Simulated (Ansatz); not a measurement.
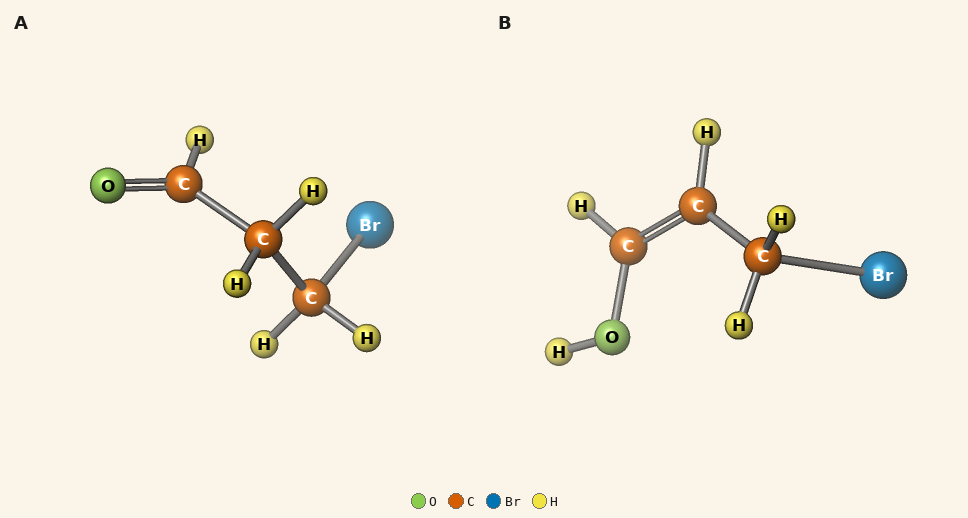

Distant atoms are faded towards the background colour. The geometry was computed by an optimisation with PBE-D4/def2-SVP. No frequency run is at hand to confirm it as a minimum.

> Can A be turned into B by a rotation alone?

No. They are constitutional isomers of C3H5BrO: A is O=CCCBr, B is O/C=C\CBr
